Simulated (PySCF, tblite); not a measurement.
# C6H13BOSi: geometry, infrared bands and NMR shifts

Wanted: the infrared bands and NMR shifts of C6H13BOSi (`[BH3-][O+]1C[C@@H]2C=C[SiH2][C@H]1C2`), by calculation.

Programs: tblite 0.8.0 and PySCF 2.14.0, with density-fitted response routines of our own. Each step states its level of theory. These are calculated values for one molecule in the gas phase, unless marked as measured. Atoms count from 0, in the outputs and in this text.

### 1 The molecule as given

22 atoms, charge 0, multiplicity 1; geometry from: force field or distance geometry start.

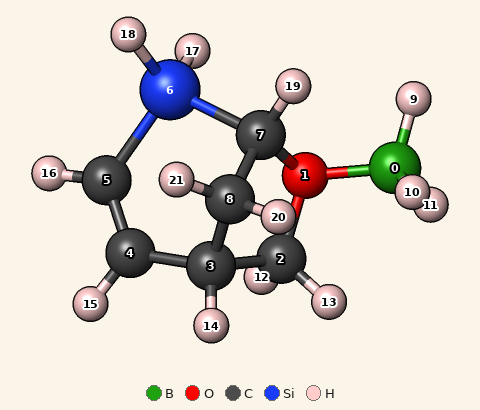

As it starts; boron green, oxygen red, carbon dark grey, silicon blue, hydrogen pink, atoms numbered.

### 2 Relaxing the molecule with GFN2-xTB

What the job is given:

```
{"job": {"kind": "relax", "xc": "GFN2-xTB", "basis": "xTB"}, "charge": 0, "multiplicity": 1}
B      2.502900     0.341600    -0.445600
O      1.007900     0.169900    -0.641100
C      0.629300    -1.203000    -0.419800
C     -0.513200    -1.212100     0.597100
C     -1.873600    -1.095600    -0.070000
C     -2.295900     0.043000    -0.671100
Si    -1.254200     1.583800    -0.588300
C      0.285300     0.957700     0.311900
C     -0.189700     0.013600     1.411800
H      2.796000     1.469900    -0.686400
H      2.824000     0.082000     0.671800
H      3.084800    -0.362500    -1.201600
H      0.279300    -1.632400    -1.380500
H      1.439300    -1.867900    -0.049100
H     -0.484100    -2.128500     1.235200
H     -2.529100    -1.959200    -0.077000
H     -3.262400     0.086500    -1.144100
H     -0.920200     2.069800    -1.927400
H     -1.936500     2.604100     0.231300
H      0.827500     1.836400     0.731300
H      0.637800    -0.182400     2.120200
H     -1.065600     0.404900     1.990600
```

Run with:

```bash
$ OMP_NUM_THREADS=1 python probes_run.py task.json out
```

This one command runs all jobs of the session in turn.

The log of the run:

```text
step      E/eV     max force
  0    -720.24161    1.791
  1    -720.41074    1.137
  2    -720.50836    0.627
  3    -720.55657    0.389
  4    -720.57739    0.280
  5    -720.59066    0.263
  6    -720.60124    0.208
  7    -720.60732    0.164
  8    -720.61063    0.133
  9    -720.61324    0.150
 10    -720.61536    0.128
 11    -720.61669    0.079
 12    -720.61759    0.066
 13    -720.61857    0.086
 14    -720.61991    0.097
 15    -720.62144    0.104
 16    -720.62276    0.074
 17    -720.62375    0.068
 18    -720.62459    0.069
 19    -720.62548    0.079
 20    -720.62650    0.113
 21    -720.62751    0.112
 22    -720.62832    0.074
 23    -720.62892    0.048
 24    -720.62946    0.053
 25    -720.63008    0.066
 26    -720.63086    0.075
 27    -720.63174    0.075
 28    -720.63258    0.060
 29    -720.63333    0.057
 30    -720.63398    0.063
 31    -720.63452    0.053
 32    -720.63501    0.047
 33    -720.63551    0.055
 34    -720.63610    0.071
 35    -720.63676    0.065
 36    -720.63733    0.047
 37    -720.63772    0.038
 38    -720.63799    0.033
 39    -720.63825    0.034
 40    -720.63854    0.031
 41    -720.63885    0.038
 42    -720.63916    0.043
 43    -720.63948    0.035
 44    -720.63982    0.041
 45    -720.64017    0.046
 46    -720.64048    0.042
 47    -720.64075    0.033
 48    -720.64098    0.039
 49    -720.64120    0.036
 50    -720.64140    0.033
 51    -720.64158    0.034
 52    -720.64175    0.034
 53    -720.64194    0.038
 54    -720.64214    0.033
 55    -720.64236    0.040
 56    -720.64260    0.045
 57    -720.64292    0.054
 58    -720.64338    0.071
 59    -720.64394    0.066
 60    -720.64447    0.060
 61    -720.64491    0.049
 62    -720.64536    0.058
 63    -720.64597    0.080
 64    -720.64676    0.082
 65    -720.64757    0.075
 66    -720.64824    0.048
 67    -720.64878    0.053
 68    -720.64932    0.062
 69    -720.64999    0.074
 70    -720.65077    0.067
 71    -720.65154    0.068
 72    -720.65219    0.052
 73    -720.65266    0.061
 74    -720.65305    0.053
 75    -720.65348    0.051
 76    -720.65426    0.051
 77    -720.65470    0.055
 78    -720.65516    0.041
 79    -720.65537    0.038
 80    -720.65557    0.029
 81    -720.65579    0.030
 82    -720.65602    0.027
 83    -720.65617    0.022
 84    -720.65626    0.025
 85    -720.65635    0.023
 86    -720.65645    0.022
 87    -720.65655    0.020
 88    -720.65663    0.019
 89    -720.65670    0.019
 90    -720.65680    0.022
 91    -720.65690    0.022
 92    -720.65697    0.014
 93    -720.65701    0.011
 94    -720.65704    0.011
 95    -720.65707    0.011
 96    -720.65709    0.008
```

It took 0.87 s on 1 thread of Arm Neoverse V1, shared host; peak memory 0.18 GiB.

Relaxation path: (not every step is listed)

| step | energy from step 0 (eV) | largest force (eV/Å) |
| --- | --- | --- |
| 0 | 0.0000 | 1.7908 |
| 1 | -0.1691 | 1.1367 |
| 2 | -0.2668 | 0.6272 |
| 3 | -0.3150 | 0.3888 |
| 4 | -0.3358 | 0.2804 |
| 5 | -0.3490 | 0.2627 |
| 6 | -0.3596 | 0.2079 |
| 7 | -0.3657 | 0.1642 |
| 8 | -0.3690 | 0.1331 |
| 16 | -0.3811 | 0.0738 |
| 24 | -0.3878 | 0.0532 |
| 32 | -0.3934 | 0.0468 |
| 40 | -0.3969 | 0.0306 |
| 48 | -0.3994 | 0.0387 |
| 56 | -0.4010 | 0.0454 |
| 64 | -0.4051 | 0.0822 |
| 72 | -0.4106 | 0.0516 |
| 80 | -0.4140 | 0.0294 |
| 88 | -0.4150 | 0.0187 |
| 91 | -0.4153 | 0.0217 |
| 92 | -0.4154 | 0.0145 |
| 93 | -0.4154 | 0.0107 |
| 94 | -0.4154 | 0.0106 |
| 95 | -0.4155 | 0.0108 |
| 96 | -0.4155 | 0.0082 |

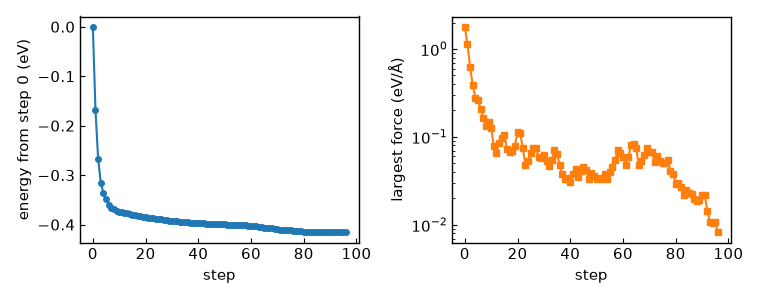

Energy and force, step by step.

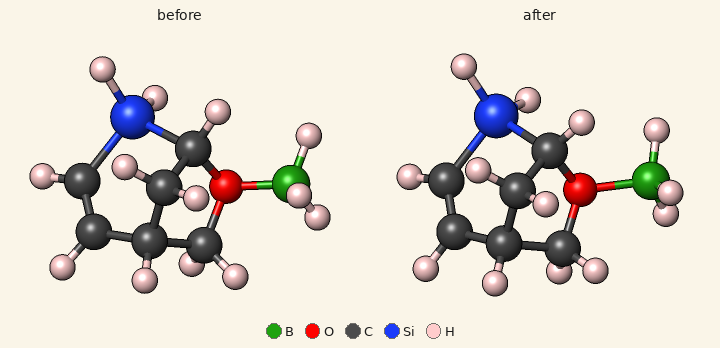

The geometry before (left) and after (right).

Distances of close pairs at the start and the end, largest changes first:

| bond | before (Å) | after (Å) | change (Å) |
| --- | --- | --- | --- |
| B0–O1 | 1.517 | 1.624 | +0.106 |
| C8–H21 | 1.120 | 1.089 | -0.031 |
| C7–H19 | 1.114 | 1.088 | -0.027 |
| C4–C5 | 1.355 | 1.330 | -0.025 |
| C3–H14 | 1.117 | 1.092 | -0.025 |
| O1–C2 | 1.441 | 1.418 | -0.024 |
| C3–C8 | 1.507 | 1.530 | +0.023 |
| O1–C7 | 1.432 | 1.455 | +0.023 |

The next job starts from the end point, and lists it.

### 3 Vibrational analysis with GFN2-xTB

What the job is given:

```
{"job": {"kind": "ir", "xc": "GFN2-xTB", "basis": "xTB"}, "charge": 0, "multiplicity": 1}
B      2.479553     0.442556    -0.726391
O      0.910751     0.109450    -0.473649
C      0.641024    -1.257064    -0.210154
C     -0.611647    -1.257118     0.674507
C     -1.850589    -1.068552    -0.155169
C     -2.192277     0.083116    -0.725145
Si    -1.150775     1.641112    -0.550516
C      0.249029     0.930079     0.528840
C     -0.301747    -0.045450     1.555632
H      2.491672     1.597637    -1.008193
H      3.053777     0.191520     0.292164
H      2.785003    -0.268926    -1.628982
H      0.501332    -1.767133    -1.166489
H      1.487131    -1.711095     0.317926
H     -0.683675    -2.182649     1.249250
H     -2.456596    -1.956898    -0.289747
H     -3.099285     0.113920    -1.313464
H     -0.593005     2.071891    -1.826724
H     -1.904675     2.695550     0.139750
H      0.974161     1.623216     0.949192
H      0.445934    -0.309598     2.307232
H     -1.185507     0.343823     2.059282
```

The log of the run:

```text
mode    cm-1     km/mol
  1      65.9      9.94
  2     141.5      6.18
  3     179.9      2.65
  4     219.6      0.58
  5     254.3      3.74
  6     288.9      5.85
  7     339.6      3.77
  8     354.6     12.16
  9     378.3      1.88
 10     463.0     18.92
 11     530.4     52.86
 12     538.1     72.79
 13     555.9      2.49
 14     642.7     95.58
 15     695.2     17.68
 16     708.7      3.37
 17     757.9    147.07
 18     765.4    134.64
 19     772.4    141.32
 20     811.0     27.38
 21     865.2     18.81
 22     885.6     19.69
 23     895.3     31.27
 24     921.1     64.90
 25     938.1      2.52
 26     945.4     12.95
 27     995.6      7.29
 28    1004.5      2.48
 29    1059.3      9.53
 30    1081.9     39.67
 31    1090.6     17.17
 32    1141.2     14.20
 33    1145.3    218.21
 34    1173.8      1.30
 35    1185.9      2.80
 36    1209.1      4.08
 37    1232.1      7.02
 38    1244.8     45.05
 39    1250.6     24.26
 40    1256.2     18.28
 41    1286.7      0.79
 42    1298.7      1.38
 43    1321.7      0.33
 44    1348.2      0.54
 45    1475.2      2.86
 46    1487.4      0.70
 47    1660.4     32.24
 48    2228.1    351.80
 49    2322.4    231.68
 50    2408.8    264.37
 51    2475.6    255.47
 52    2484.4    157.69
 53    2922.8     24.24
 54    2964.5     21.17
 55    2974.9     20.90
 56    2978.2     50.49
 57    3000.3     20.25
 58    3010.6     29.98
 59    3028.7     46.60
 60    3056.2     52.92
```

Wall time 1 s (1 thread of Arm Neoverse V1, shared host); peak memory 0.18 GiB.

The strongest bands and the atoms that carry them (share of the mass-weighted mode):

```csv
cm⁻¹,km/mol,atoms
758,147.1,"H18 32 %, H17 26 %"
772,141.3,"Si6 29 %, C7 16 %, C5 14 %"
1145,218.2,"H10 31 %, H9 27 %, H11 27 %, B0 10 %"
2228,351.8,H18 97 %
2322,231.7,H17 97 %
2409,264.4,H10 91 %
2476,255.5,"H11 46 %, H9 44 %"
2484,157.7,"H9 48 %, H11 47 %"
```

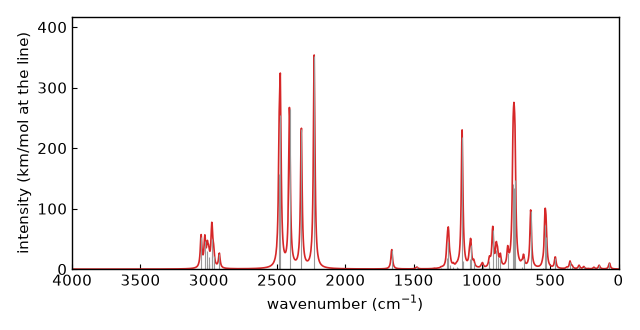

The infrared spectrum from these modes, unscaled. Lines are broadened to a width of 14 cm⁻¹ (Lorentzian).

### 4 Shielding tensors: PBE0/pcSseg-1

Settings changed since step 3:

```diff
@@ -1,2 +1,2 @@
-{"job": {"kind": "ir", "xc": "GFN2-xTB", "basis": "xTB"}, "charge": 0, "multiplicity": 1}
+{"job": {"kind": "nmr", "xc": "PBE0", "basis": "pcSseg-1"}, "charge": 0, "multiplicity": 1}
 B      2.479553     0.442556    -0.726391
```

With the program's defaults for keys left out, this is: GIAO PBE0/pcSseg-1 NMR shielding, non-relativistic, gas phase.

The log of the run:

```text
coarse grid: 18376 points
cycle   1  E = -625.2684710946  dE =  1.236e+00  |g| = 4.680e-01  |ddm| = 4.170e+00
cycle   2  E = -625.2653061943  dE =  3.165e-03  |g| = 5.136e-01  |ddm| = 9.502e-01
cycle   3  E = -625.3254733099  dE = -6.017e-02  |g| = 1.172e-01  |ddm| = 5.339e-01
cycle   4  E = -625.3279851783  dE = -2.512e-03  |g| = 3.603e-02  |ddm| = 1.053e-01
cycle   5  E = -625.3282674977  dE = -2.823e-04  |g| = 1.057e-02  |ddm| = 3.966e-02
cycle   6  E = -625.3282933494  dE = -2.585e-05  |g| = 3.859e-03  |ddm| = 1.310e-02
cycle   7  E = -625.3282965869  dE = -3.237e-06  |g| = 1.105e-03  |ddm| = 3.538e-03
final grid: 171432 points
cycle   8  E = -625.3930161174  dE = -4.683e-05  |g| = 1.436e-02  |ddm| = 3.721e-02
cycle   9  E = -625.3929751885  dE =  4.093e-05  |g| = 2.101e-02  |ddm| = 2.218e-02
cycle  10  E = -625.3930553758  dE = -8.019e-05  |g| = 1.756e-03  |ddm| = 1.352e-02
cycle  11  E = -625.3930561122  dE = -7.365e-07  |g| = 3.447e-04  |ddm| = 2.029e-03
cycle  12  E = -625.3930561369  dE = -2.468e-08  |g| = 1.039e-04  |ddm| = 4.501e-04
cycle  13  E = -625.3930561393  dE = -2.378e-09  |g| = 3.416e-05  |ddm| = 1.153e-04
cycle  14  E = -625.3930561396  dE = -2.578e-10  |g| = 1.371e-05  |ddm| = 4.218e-05
converged SCF energy = -625.3930561396

GIAO shielding tensors (ppm)
atom      isotropic    diamagn.    paramagn.     s11        s22        s33       span
  0 B      103.405     188.105     -84.700     76.918     80.247    153.049     76.130
  1 O      299.181     402.333    -103.151    186.650    351.553    359.340    172.690
  2 C      102.401     245.730    -143.329     60.282     97.067    149.853     89.571
  3 C      142.137     253.950    -111.813    127.963    144.619    153.828     25.865
  4 C       24.265     253.454    -229.189   -100.113     18.787    154.119    254.232
  5 C       58.214     260.162    -201.948    -58.571     53.836    179.378    237.949
  6 Si     400.665     880.472    -479.807    368.776    403.706    429.513     60.737
  7 C      105.867     250.926    -145.059     53.531     82.532    181.539    128.008
  8 C      151.340     249.829     -98.489    136.716    146.602    170.701     33.985
  9 H       28.584      30.713      -2.129     25.076     25.723     34.952      9.876
 10 H       28.745      30.957      -2.212     24.905     26.100     35.228     10.323
 11 H       28.714      30.257      -1.543     25.476     25.667     34.999      9.523
 12 H       27.619      30.914      -3.294     23.459     26.309     33.091      9.633
 13 H       27.757      31.339      -3.581     22.671     27.348     33.253     10.582
 14 H       28.865      32.637      -3.773     24.324     26.423     35.846     11.522
 15 H       24.174      30.389      -6.215     22.342     24.011     26.169      3.827
 16 H       25.566      28.782      -3.216     24.140     25.539     27.018      2.878
 17 H       27.274      29.175      -1.900     23.562     25.854     32.407      8.844
 18 H       27.111      28.654      -1.543     23.895     24.253     33.184      9.289
 19 H       27.109      31.320      -4.211     23.714     26.775     30.839      7.125
 20 H       29.086      31.621      -2.535     24.645     26.525     36.088     11.443
 21 H       29.845      31.136      -1.291     25.850     27.378     36.307     10.457
```

Run time: 59 s. Hardware: 1 thread of Arm Neoverse V1, shared host; peak memory 1.1 GiB.

Shifts follow as δ = σ(reference) − σ, with reference shieldings (ppm) from runs at the same level and on the same kind of geometry: ¹H TMS 31.72, ¹³C TMS 186.9, ²⁹Si TMS 349.2, ¹⁷O H2O 336.1, ¹¹B BF3·OEt2 100.1. The references are single molecules in the gas phase, so shifts against H2O, NH3, PH3, H3PO4 or CFCl3 are not on the usual liquid scales and can be off by tens of ppm. Atoms listed in one row are averaged.

| atoms | environment | σ (ppm) | δ (ppm) | δ scaled to CDCl3 |
| --- | --- | --- | --- | --- |
| C4 | alkene CH | 24.3 | 162.7 | 156.8 |
| C5 | alkene CH | 58.2 | 128.7 | 123.7 |
| C2 | sp3 CH2 bonded to O | 102.4 | 84.5 | 80.6 |
| C7 | sp3 CH bonded to O and Si | 105.9 | 81.1 | 77.2 |
| C3 | allylic sp3 CH | 142.1 | 44.8 | 41.8 |
| C8 | sp3 CH2 in a ring | 151.3 | 35.6 | 32.8 |
| H15 | hydrogen on an alkene CH | 24.17 | 7.54 | 7.22 |
| H16 | hydrogen on an alkene CH | 25.57 | 6.15 | 5.90 |
| H19 | hydrogen on an sp3 CH bonded to O and Si | 27.11 | 4.61 | 4.45 |
| H18 | hydrogen on a silicon bonded to 2 C, in a 6-membered ring | 27.11 | 4.61 | – |
| H17 | hydrogen on a silicon bonded to 2 C, in a 6-membered ring | 27.27 | 4.44 | – |
| H12 | hydrogen on an sp3 CH2 bonded to O | 27.62 | 4.10 | 3.97 |
| H13 | hydrogen on an sp3 CH2 bonded to O | 27.76 | 3.96 | 3.84 |
| H9, H10, H11 | hydrogen on a boron bonded to O | 28.68 | 3.04 | – |
| H14 | hydrogen on an allylic sp3 CH | 28.86 | 2.85 | 2.79 |
| H20 | hydrogen on an sp3 CH2 in a ring | 29.09 | 2.63 | 2.59 |
| H21 | hydrogen on an sp3 CH2 in a ring | 29.84 | 1.87 | 1.87 |
| B0 | boron bonded to O, 3 H | 103.4 | -3.3 | – |
| O1 | donor oxygen of a Lewis adduct | 299.2 | 36.9 | – |
| Si6 | silicon bonded to 2 C, 2 H, in a 6-membered ring | 400.7 | -51.5 | – |

The scaled column applies a straight-line fit of computed shieldings to shifts measured in CDCl3 (root-mean-square error 0.16 ppm for H, 1.9 ppm for C).

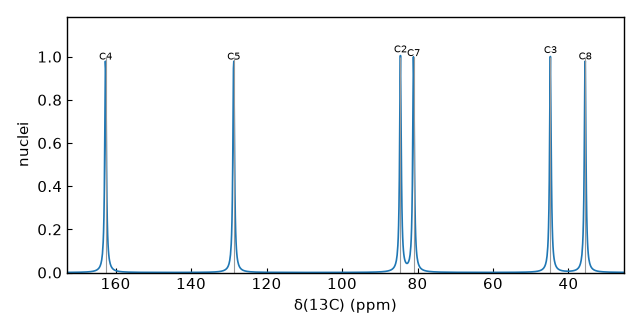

¹³C lines at the computed shifts, without couplings. Lines are broadened to a width of 0.51 ppm (Lorentzian).

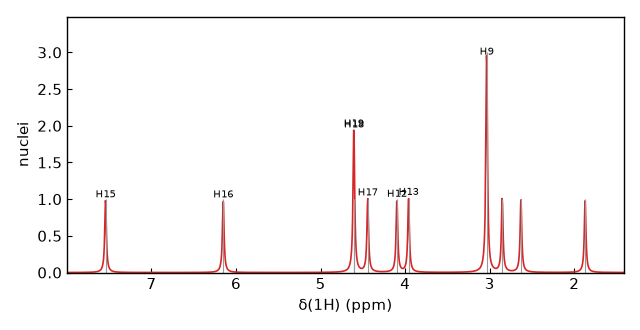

¹H lines at the computed shifts, without couplings. Lines are broadened to a width of 0.02 ppm (Lorentzian).

Charges from the same density, by scheme (e):

| atoms | Mulliken | IAO | Hirshfeld | ESP fit |
| --- | --- | --- | --- | --- |
| B0 | -0.02 | -0.32 | -0.07 | 0.00 |
| O1 | -0.55 | -0.19 | 0.03 | -0.02 |
| C2 | 0.18 | -0.06 | 0.03 | -0.31 |
| C3 | -0.37 | -0.13 | -0.03 | 0.34 |
| C4 | -0.07 | -0.13 | -0.03 | -0.34 |
| C5 | -0.39 | -0.44 | -0.15 | -0.26 |
| Si6 | 0.74 | 0.76 | 0.34 | 0.38 |
| C7 | -0.18 | -0.19 | -0.02 | 0.10 |
| C8 | -0.13 | -0.27 | -0.07 | -0.44 |

Mulliken charges:

B0 -0.02; O1 -0.55; C2 0.18; C3 -0.37; C4 -0.07; C5 -0.39; Si6 0.74; C7 -0.18; C8 -0.13; H9 -0.07; H10 -0.08; H11 -0.06; H12 0.15; H13 0.15; H14 0.13; H15 0.10; H16 0.12; H17 -0.05; H18 -0.08; H19 0.17; H20 0.14; H21 0.15

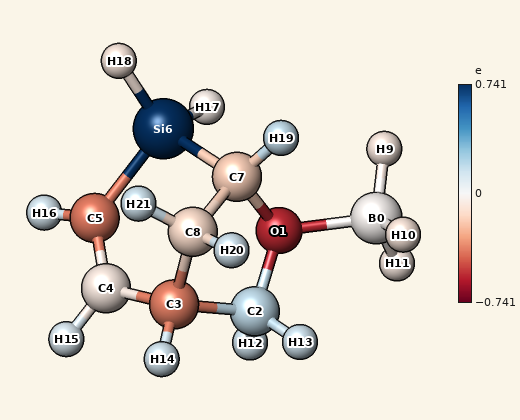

Mulliken charges, as colours on the atoms.

Mayer bond orders: B0–O1 0.45, O1–C2 0.81, C2–C3 0.98, C3–C4 1.00, C4–C5 1.93, C5–Si6 0.88, Si6–C7 0.84, C7–C8 1.02, C7–O1 0.72, C8–C3 0.99.

Ring of atoms O1, C2, C3, C7, C8: NICS(0) -8.0, NICS(1) -2.9, NICS(1)zz -7.8 ppm (means of both faces).

Ring of atoms C3, C4, C5, Si6, C7, C8: NICS(0) -1.5, NICS(1) -3.1, NICS(1)zz 1.1 ppm (means of both faces).

The fields below are evaluated on a grid from the run's orbitals.

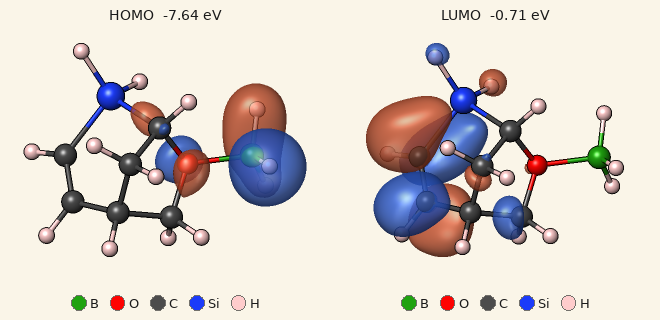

Frontier orbitals at PBE0/pcSseg-1; each surface holds 70 % of the orbital's density, blue and red mark the sign.

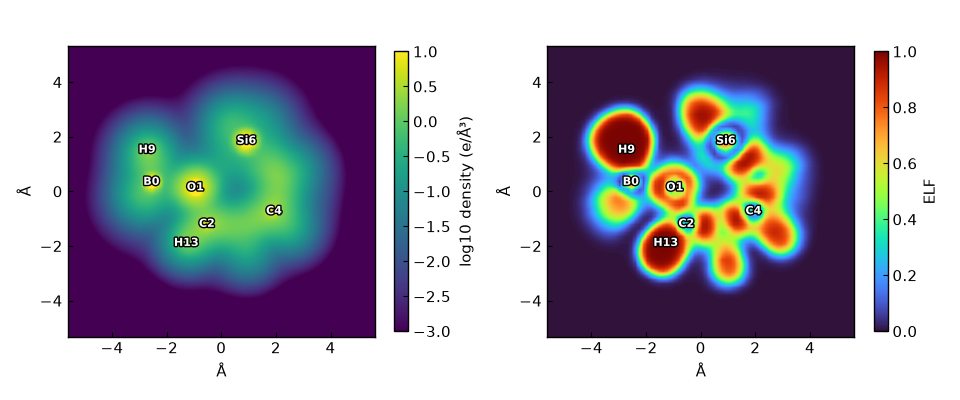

Density (left) and ELF (right) in a plane through or near 7 of the atoms.

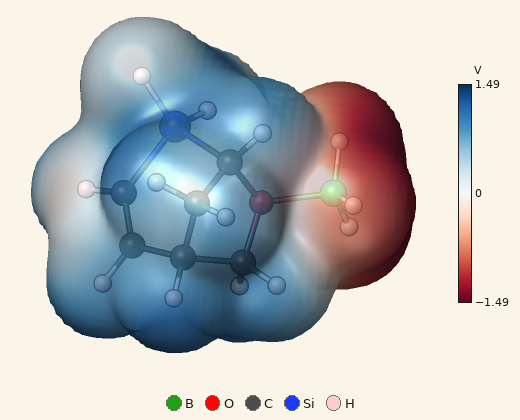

The potential that a unit positive charge feels on the 0.002 e/bohr³ surface, from -1.49 to 1.28 V.

### 5 What came out

| quantity | value |
| --- | --- |
| strongest single infrared mode (GFN2-xTB) | 2228 cm⁻¹, 352 km/mol |
| zero-point energy (GFN2-xTB) | 109.7 kcal/mol |
| ¹³C shifts against TMS (PBE0/pcSseg-1) | 162.7, 128.7, 84.5, 81.1, 44.8, 35.6 ppm |
| ¹H shifts against TMS (PBE0/pcSseg-1, means over atoms taken as alike) | 7.54, 6.15, 4.61, 4.61, 4.44, 4.10, 3.96, 3.04, 2.85, 2.63, 1.87 ppm |
| ¹¹B shifts against BF3·OEt2 (PBE0/pcSseg-1) | -3.3 ppm |
| ¹⁷O shifts against H2O (PBE0/pcSseg-1) | 36.9 ppm |
| ²⁹Si shifts against TMS (PBE0/pcSseg-1) | -51.5 ppm |
| surface potential, least and greatest | -1.49 V and 1.28 V |

In words: Relaxing lowered the energy by 0.415 eV in 96 steps; the close pair that moved most is B0–O1, from 1.517 to 1.624 Å. All 60 modes are real, so the xTB geometry is a minimum. The strongest single mode, at 2228 cm⁻¹, moves mainly H18. GFN2-xTB is a fitted tight-binding method: band positions and strengths are rough. Its intensities can rank the bands wrongly. At PBE0/pcSseg-1: The largest span, 254 ppm, is at C4, where the paramagnetic term is -229 ppm. At PBE0/pcSseg-1, counted by nearest atom on the grid, the HOMO lies on H10 38 %; H9 17 %, the LUMO on C4, C5 about 30 % each; H15, H16 about 8 % each.
